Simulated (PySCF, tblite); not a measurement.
# C₇H₁₀SSi: geometry, infrared bands and NMR shifts

Wanted: the infrared bands and NMR shifts of C₇H₁₀SSi (`C#CC1=CSC[SiH2][C@H]1C`), by calculation.

Computed with tblite 0.8.0 and PySCF 2.14.0, with density-fitted response routines of our own, on a single molecule in the gas phase. Atoms are numbered from 0 throughout.

## 1. The starting structure

19 atoms, charge 0, multiplicity 1; geometry from: force field or distance geometry start.

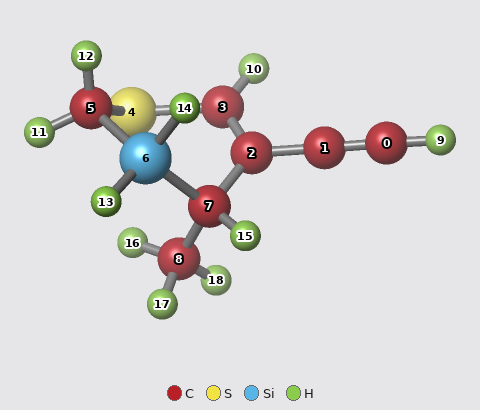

As it starts; carbon red, sulfur yellow, silicon blue, hydrogen green, atoms numbered.

## 2. Relaxing the molecule with GFN2-xTB

Job settings and geometry (Å):

```
{"job": {"kind": "relax", "xc": "GFN2-xTB", "basis": "xTB"}, "charge": 0, "multiplicity": 1}
C      2.907600    -2.181500    -0.295400
C      1.929900    -1.451000    -0.398400
C      0.800800    -0.579000    -0.480500
C      0.760400     0.269300    -1.531500
S     -0.648800     1.370000    -1.665100
C     -0.763100     2.293700    -0.126700
Si    -0.338700     1.114500     1.259500
C     -0.298400    -0.594900     0.534300
C     -1.616200    -1.078900     0.001700
H      3.741200    -2.835400    -0.214900
H      1.558300     0.272100    -2.258000
H     -1.799500     2.653600     0.062300
H     -0.073200     3.141800    -0.048400
H     -1.214300     1.235300     2.411300
H      1.038700     1.421900     1.672700
H      0.001900    -1.345100     1.318600
H     -2.195200    -0.345100    -0.568500
H     -2.261900    -1.343700     0.893100
H     -1.539000    -2.008600    -0.573500
```

Command:

```sh
> OMP_NUM_THREADS=1 python probes_run.py task.json out
```

The driver reads the jobs from task.json and runs them one after another.

The log of the run:

```text
step      E/eV     max force
  0    -678.63922    2.149
  1    -678.79010    4.346
  2    -678.86008    2.680
  3    -678.96609    0.752
  4    -679.01594    0.575
  5    -679.07766    1.164
  6    -679.10675    0.601
  7    -679.12371    0.269
  8    -679.13394    0.313
  9    -679.14227    0.319
 10    -679.14913    0.234
 11    -679.15427    0.196
 12    -679.15815    0.154
 13    -679.16128    0.128
 14    -679.16396    0.134
 15    -679.16648    0.133
 16    -679.16879    0.131
 17    -679.17081    0.123
 18    -679.17271    0.099
 19    -679.17480    0.100
 20    -679.17725    0.124
 21    -679.17973    0.129
 22    -679.18165    0.104
 23    -679.18307    0.103
 24    -679.18440    0.093
 25    -679.18578    0.096
 26    -679.18697    0.074
 27    -679.18775    0.055
 28    -679.18824    0.047
 29    -679.18871    0.050
 30    -679.18925    0.057
 31    -679.18979    0.056
 32    -679.19031    0.062
 33    -679.19089    0.065
 34    -679.19169    0.072
 35    -679.19268    0.086
 36    -679.19364    0.077
 37    -679.19439    0.078
 38    -679.19507    0.068
 39    -679.19587    0.069
 40    -679.19683    0.070
 41    -679.19768    0.060
 42    -679.19825    0.061
 43    -679.19870    0.049
 44    -679.19926    0.060
 45    -679.19998    0.061
 46    -679.20061    0.057
 47    -679.20106    0.053
 48    -679.20149    0.053
 49    -679.20207    0.072
 50    -679.20277    0.076
 51    -679.20337    0.049
 52    -679.20373    0.038
 53    -679.20401    0.044
 54    -679.20438    0.048
 55    -679.20490    0.055
 56    -679.20534    0.059
 57    -679.20560    0.037
 58    -679.20581    0.036
 59    -679.20609    0.036
 60    -679.20643    0.043
 61    -679.20698    0.043
 62    -679.20748    0.042
 63    -679.20785    0.038
 64    -679.20814    0.041
 65    -679.20849    0.040
 66    -679.20889    0.039
 67    -679.20922    0.044
 68    -679.20950    0.040
 69    -679.20985    0.038
 70    -679.21033    0.050
 71    -679.21091    0.060
 72    -679.21149    0.055
 73    -679.21201    0.046
 74    -679.21252    0.049
 75    -679.21320    0.051
 76    -679.21415    0.145
 77    -679.20781    0.326
 78    -679.21563    0.080
 79    -679.21655    0.156
 80    -679.21856    0.177
 81    -679.22010    0.061
 82    -679.22076    0.064
 83    -679.22283    0.120
 84    -679.22422    0.101
 85    -679.22945    0.127
 86    -679.23382    0.095
 87    -679.22895    0.381
 88    -679.23748    0.117
 89    -679.23892    0.089
 90    -679.24154    0.244
 91    -679.24382    0.100
 92    -679.24486    0.090
 93    -679.24675    0.079
 94    -679.24730    0.067
 95    -679.24843    0.068
 96    -679.24903    0.048
 97    -679.24945    0.041
 98    -679.24975    0.033
 99    -679.24997    0.033
100    -679.25009    0.033
101    -679.25018    0.024
102    -679.25024    0.013
103    -679.25031    0.018
104    -679.25036    0.018
105    -679.25039    0.026
106    -679.25042    0.013
107    -679.25046    0.015
108    -679.25052    0.019
109    -679.25058    0.021
110    -679.25066    0.025
111    -679.25074    0.026
112    -679.25084    0.024
113    -679.25098    0.027
114    -679.25115    0.031
115    -679.25133    0.024
116    -679.25150    0.030
117    -679.25168    0.027
118    -679.25188    0.044
119    -679.25214    0.053
120    -679.25236    0.042
121    -679.25253    0.035
122    -679.25263    0.020
123    -679.25270    0.021
124    -679.25276    0.016
125    -679.25283    0.019
126    -679.25291    0.022
127    -679.25299    0.017
128    -679.25304    0.014
129    -679.25307    0.012
130    -679.25310    0.013
131    -679.25313    0.013
132    -679.25317    0.011
133    -679.25319    0.012
134    -679.25321    0.013
135    -679.25324    0.011
136    -679.25327    0.014
137    -679.25331    0.016
138    -679.25334    0.012
139    -679.25337    0.011
140    -679.25340    0.009
```

Run time: 2.3 s. Hardware: 1 thread of Arm Neoverse N1, shared host; peak memory 0.18 GiB.

Relaxation path: (not every step is listed)

```csv
step,energy from step 0 (eV),largest force (eV/Å)
0,0.0000,2.1491
1,-0.1509,4.3456
2,-0.2209,2.6797
3,-0.3269,0.7523
4,-0.3767,0.5748
5,-0.4384,1.1644
6,-0.4675,0.6005
7,-0.4845,0.2691
8,-0.4947,0.3127
20,-0.5380,0.1238
32,-0.5511,0.0618
44,-0.5600,0.0600
56,-0.5661,0.0588
68,-0.5703,0.0400
80,-0.5793,0.1766
92,-0.6056,0.0895
104,-0.6111,0.0175
116,-0.6123,0.0297
128,-0.6138,0.0143
135,-0.6140,0.0113
136,-0.6141,0.0140
137,-0.6141,0.0158
138,-0.6141,0.0116
139,-0.6141,0.0107
140,-0.6142,0.0090
```

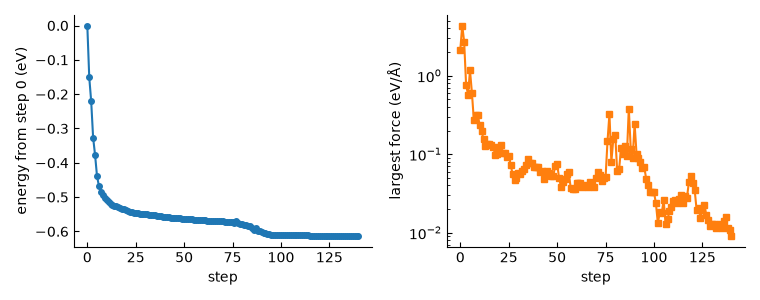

Energy and largest force along the relaxation.

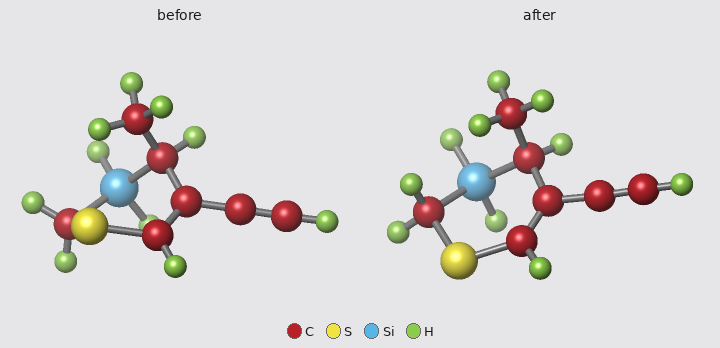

The geometry before (left) and after (right).

Distances of close pairs at the start and the end, largest changes first:

```csv
bond,before (Å),after (Å),change (Å)
C3–S4,1.793,1.741,-0.052
Si6–C7,1.857,1.904,+0.047
C8–H17,1.132,1.088,-0.044
C7–C8,1.502,1.535,+0.033
C5–Si6,1.869,1.900,+0.032
C7–H15,1.126,1.096,-0.031
S4–C5,1.798,1.823,+0.025
C5–H11,1.113,1.089,-0.024
```

The end geometry stands in the next job.

## 3. Vibrational analysis with GFN2-xTB

Job settings and geometry (Å):

```
{"job": {"kind": "ir", "xc": "GFN2-xTB", "basis": "xTB"}, "charge": 0, "multiplicity": 1}
C      2.326554    -2.615044    -0.693930
C      1.693528    -1.596394    -0.617492
C      0.908008    -0.431010    -0.458019
C      1.069053     0.561370    -1.344478
S      0.320215     2.125874    -1.499431
C     -0.940851     2.240844    -0.187923
Si    -0.402922     1.276450     1.358826
C     -0.069692    -0.474881     0.689788
C     -1.352437    -1.182557     0.232994
H      2.889907    -3.495192    -0.783544
H      1.788666     0.445415    -2.143457
H     -1.879301     1.874935    -0.602397
H     -1.049243     3.306782    -0.002005
H     -1.507236     1.285212     2.320048
H      0.824255     1.867176     1.896068
H      0.379984    -1.091761     1.475646
H     -1.831033    -0.636449    -0.577434
H     -2.057085    -1.267866     1.057687
H     -1.120172    -2.183654    -0.128408
```

The log of the run:

```text
mode    cm-1     km/mol
  1      35.4      0.84
  2     117.0      0.22
  3     129.2      0.04
  4     134.4      0.84
  5     208.2      0.40
  6     215.6      0.20
  7     245.8      0.91
  8     258.1      0.60
  9     321.5      2.94
 10     367.6      4.57
 11     432.7      2.52
 12     451.7     11.36
 13     479.8     53.83
 14     535.1      6.03
 15     555.0      3.64
 16     623.3     49.76
 17     646.4      9.43
 18     653.6     11.02
 19     678.5     33.40
 20     725.1     22.59
 21     748.8     71.97
 22     758.0    258.49
 23     764.3     46.59
 24     804.9     10.27
 25     819.2     80.49
 26     892.2     54.71
 27    1007.3      8.67
 28    1050.6      5.77
 29    1058.1     17.75
 30    1093.3      3.86
 31    1124.3      2.59
 32    1158.7      8.27
 33    1235.9     10.18
 34    1273.8      6.51
 35    1306.3      8.12
 36    1411.3      1.98
 37    1440.7      2.96
 38    1497.1      1.75
 39    1510.4      3.52
 40    1619.9     70.80
 41    2242.3     17.52
 42    2266.0    409.87
 43    2271.9    234.14
 44    2926.9     33.59
 45    2976.2     14.15
 46    3011.8      3.66
 47    3013.1     34.66
 48    3023.1     45.08
 49    3030.2     22.94
 50    3065.7      8.90
 51    3394.6      5.19
```

Wall time 1.6 s (1 thread of Arm Neoverse N1, shared host); peak memory 0.18 GiB.

The strongest bands and the atoms that carry them (share of the mass-weighted mode):

```csv
cm⁻¹,km/mol,atoms
480,53.8,"H13 34 %, H14 20 %, Si6 20 %, S4 12 %"
749,72.0,"C3 19 %, Si6 16 %, H13 12 %, C7 12 %"
758,258.5,"H13 38 %, H14 36 %"
819,80.5,"C5 22 %, Si6 15 %, C3 13 %, C7 11 %"
892,54.7,"C3 27 %, C7 15 %, H17 13 %, C2 10 %"
1620,70.8,"C2 54 %, C3 42 %"
2266,409.9,H13 94 %
2272,234.1,H14 94 %
```

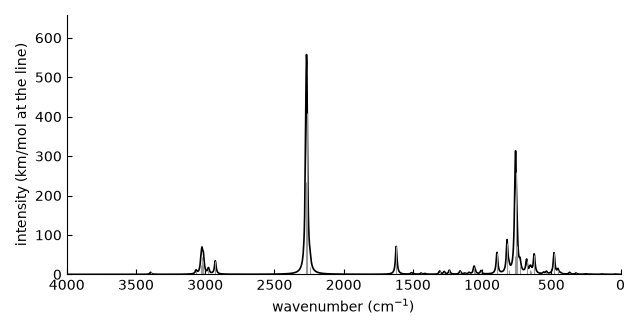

The infrared spectrum from these modes, unscaled. Lines are broadened to a width of 14 cm⁻¹ (Lorentzian).

## 4. Nuclear shieldings: PBE0/pcSseg-1

Same as in step 3 but for these lines:

```diff
@@ -1,2 +1,2 @@
-{"job": {"kind": "ir", "xc": "GFN2-xTB", "basis": "xTB"}, "charge": 0, "multiplicity": 1}
+{"job": {"kind": "nmr", "xc": "PBE0", "basis": "pcSseg-1"}, "charge": 0, "multiplicity": 1}
 C      2.326554    -2.615044    -0.693930
```

Level: GIAO PBE0/pcSseg-1 NMR shielding, non-relativistic, gas phase.

The log of the run:

```text
coarse grid: 17056 points
cycle   1  E = -959.5990147321  dE =  1.211e+00  |g| = 4.400e-01  |ddm| = 4.358e+00
cycle   2  E = -959.5917422932  dE =  7.272e-03  |g| = 4.651e-01  |ddm| = 1.037e+00
cycle   3  E = -959.6475418233  dE = -5.580e-02  |g| = 1.193e-01  |ddm| = 6.334e-01
cycle   4  E = -959.6510304286  dE = -3.489e-03  |g| = 4.228e-02  |ddm| = 1.887e-01
cycle   5  E = -959.6514221196  dE = -3.917e-04  |g| = 1.442e-02  |ddm| = 4.691e-02
cycle   6  E = -959.6514633297  dE = -4.121e-05  |g| = 6.819e-03  |ddm| = 1.852e-02
cycle   7  E = -959.6514743758  dE = -1.105e-05  |g| = 1.672e-03  |ddm| = 7.414e-03
cycle   8  E = -959.6514750718  dE = -6.960e-07  |g| = 3.047e-04  |ddm| = 2.089e-03
final grid: 155848 points
cycle   9  E = -959.7098790997  dE = -3.570e-05  |g| = 9.058e-03  |ddm| = 4.997e-02
cycle  10  E = -959.7098588137  dE =  2.029e-05  |g| = 1.250e-02  |ddm| = 2.558e-02
cycle  11  E = -959.7098992373  dE = -4.042e-05  |g| = 2.296e-03  |ddm| = 1.799e-02
cycle  12  E = -959.7099004801  dE = -1.243e-06  |g| = 5.264e-04  |ddm| = 2.397e-03
cycle  13  E = -959.7099005426  dE = -6.249e-08  |g| = 1.715e-04  |ddm| = 7.278e-04
cycle  14  E = -959.7099005491  dE = -6.468e-09  |g| = 6.217e-05  |ddm| = 1.994e-04
cycle  15  E = -959.7099005500  dE = -9.070e-10  |g| = 2.051e-05  |ddm| = 8.918e-05
converged SCF energy = -959.7099005500

GIAO shielding tensors (ppm)
atom      isotropic    diamagn.    paramagn.     s11        s22        s33       span
  0 C      103.913     258.965    -155.051     45.904     59.811    206.024    160.120
  1 C       95.784     249.825    -154.040    -14.864      2.859    299.359    314.223
  2 C       65.726     259.939    -194.213    -32.775     73.779    156.176    188.951
  3 C       46.160     252.613    -206.452    -66.641     54.969    150.154    216.795
  4 S      465.055    1054.518    -589.464    340.754    444.920    609.491    268.737
  5 C      178.188     255.594     -77.406    160.611    177.213    196.740     36.130
  6 Si     403.697     879.469    -475.772    370.359    401.292    439.439     69.080
  7 C      167.082     247.809     -80.728    145.928    177.257    178.059     32.131
  8 C      166.593     246.845     -80.252    151.094    160.967    187.718     36.625
  9 H       29.078      34.158      -5.080     24.903     25.152     37.180     12.277
 10 H       25.202      30.042      -4.840     21.407     25.673     28.527      7.120
 11 H       29.295      31.103      -1.808     25.107     26.419     36.358     11.252
 12 H       29.875      28.903       0.972     24.311     27.166     38.149     13.838
 13 H       27.673      28.971      -1.298     24.474     25.258     33.287      8.813
 14 H       27.482      28.414      -0.932     24.317     24.782     33.346      9.029
 15 H       29.846      31.240      -1.393     26.252     27.725     35.561      9.309
 16 H       30.862      30.863      -0.002     26.288     31.031     35.265      8.977
 17 H       30.730      29.658       1.072     26.079     27.796     38.316     12.236
 18 H       29.765      29.470       0.295     24.743     28.645     35.907     11.164
```

It took 86 s on 1 thread of Arm Neoverse N1, shared host; peak memory 1 GiB.

Shifts follow as δ = σ(reference) − σ, with reference shieldings (ppm) from runs at the same level and on the same kind of geometry: 1H TMS 31.72, 13C TMS 186.9, 29Si TMS 349.2, 33S CS2 504. The references are single molecules in the gas phase. Atoms listed in one row are averaged.

```csv
atoms,environment,σ (ppm),δ (ppm),δ scaled to CDCl3
C3,alkene CH,46.2,140.8,131.1
C2,fully substituted alkene carbon,65.7,121.2,116.4
C1,alkyne carbon,95.8,91.1,87.0
C0,terminal alkyne carbon,103.9,83.0,79.1
C8,methyl carbon,166.6,20.3,17.9
C7,allylic sp3 CH bonded to Si,167.1,19.8,17.5
C5,sp3 CH2 bonded to S and Si,178.2,8.7,2.2
H10,hydrogen on an alkene CH,25.20,6.51,6.25
H14,"hydrogen on a silicon bonded to 2 C, in a 6-membered ring",27.48,4.24,–
H13,"hydrogen on a silicon bonded to 2 C, in a 6-membered ring",27.67,4.04,–
H9,hydrogen on a terminal alkyne carbon,29.08,2.64,2.59
H11,hydrogen on an sp3 CH2 bonded to S and Si,29.29,2.42,2.39
H15,hydrogen on an allylic sp3 CH bonded to Si,29.85,1.87,1.87
H12,hydrogen on an sp3 CH2 bonded to S and Si,29.88,1.84,1.84
"H16, H17, H18",hydrogen on a methyl carbon,30.45,1.26,1.30
S4,sulfide sulfur,465,39,–
Si6,"silicon bonded to 2 C, 2 H, in a 6-membered ring",403.7,-54.5,–
```

The scaled column applies a straight-line fit of computed shieldings to shifts measured in CDCl3, with any fitted terms for Cl, Br or S neighbours (root-mean-square error 0.16 ppm for H, 1.9 ppm for C).

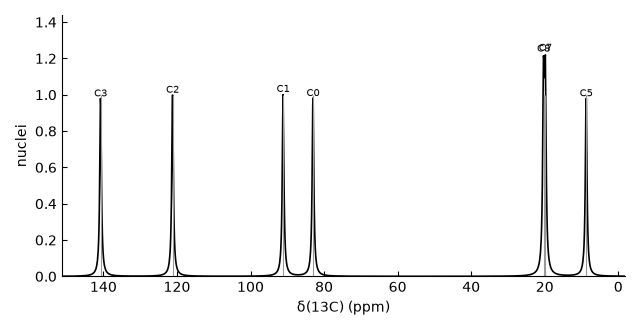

13C lines at the computed shifts, without couplings. Lines are broadened to a width of 0.53 ppm (Lorentzian).

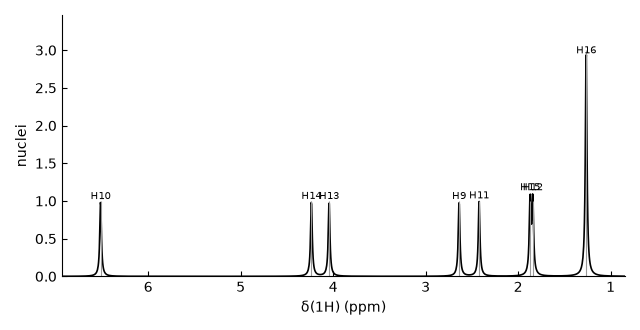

1H lines at the computed shifts, without couplings. Lines are broadened to a width of 0.02 ppm (Lorentzian).

The run also stored atomic charges by several schemes (e):

```csv
atoms,Mulliken,IAO,Hirshfeld,ESP fit
C0,-0.38,-0.26,-0.12,-0.42
C1,0.41,-0.03,-0.04,-0.01
C2,-0.31,-0.05,-0.01,-0.17
C3,-0.15,-0.27,-0.06,-0.18
S4,0.11,0.20,0.04,-0.16
C5,-0.64,-0.64,-0.16,-0.20
Si6,0.72,0.76,0.34,0.12
C7,-0.51,-0.37,-0.11,0.39
C8,-0.20,-0.41,-0.12,-0.57
```

Mulliken charges:

C0 -0.38; C1 0.41; C2 -0.31; C3 -0.15; S4 0.11; C5 -0.64; Si6 0.72; C7 -0.51; C8 -0.20; H9 0.04; H10 0.14; H11 0.19; H12 0.18; H13 -0.07; H14 -0.04; H15 0.15; H16 0.11; H17 0.12; H18 0.14

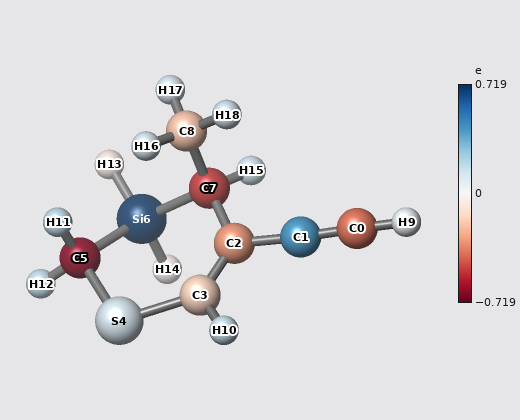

Mulliken charges, as colours on the atoms.

Mayer bond orders: C0–C1 2.36, C1–C2 1.10, C2–C3 1.74, C3–S4 1.13, S4–C5 0.98, C5–Si6 0.84, Si6–C7 0.88, C7–C8 1.02, C7–C2 1.02.

Ring of atoms C2, C3, S4, C5, Si6, C7: NICS(0) -2.4, NICS(1) -1.9, NICS(1)zz 2.5 ppm (means of both faces).

## 5. Outcome

| quantity | value |
| --- | --- |
| strongest single infrared mode (GFN2-xTB) | 2266 cm⁻¹, 410 km/mol |
| zero-point energy (GFN2-xTB) | 88.1 kcal/mol |
| 13C shifts against TMS (PBE0/pcSseg-1) | 140.8, 121.2, 91.1, 83.0, 20.3, 19.8, 8.7 ppm |
| 1H shifts against TMS (PBE0/pcSseg-1, means over atoms taken as alike) | 6.51, 4.24, 4.04, 2.64, 2.42, 1.87, 1.84, 1.26 ppm |
| 33S shifts against CS2 (PBE0/pcSseg-1) | 39 ppm |
| 29Si shifts against TMS (PBE0/pcSseg-1) | -54.5 ppm |

What this shows: The optimisation took 140 steps and gained 0.614 eV; among the close pairs (by a distance rule), C3–S4 changed most, from 1.793 to 1.741 Å. All 51 modes are real, so the xTB geometry is a minimum. The strongest single mode, at 2266 cm⁻¹, moves mainly H13. Unscaled tight-binding wavenumbers are off by several per cent, some by more. Its intensities can rank the bands wrongly. H10 (hydrogen on an alkene CH) lies farthest downfield among hydrogen, at 6.51 ppm; attached to an sp2 carbon and in the plane of the double bond. At PBE0/pcSseg-1: Shielding is most anisotropic at C1 (span 314 ppm, paramagnetic term -154 ppm).
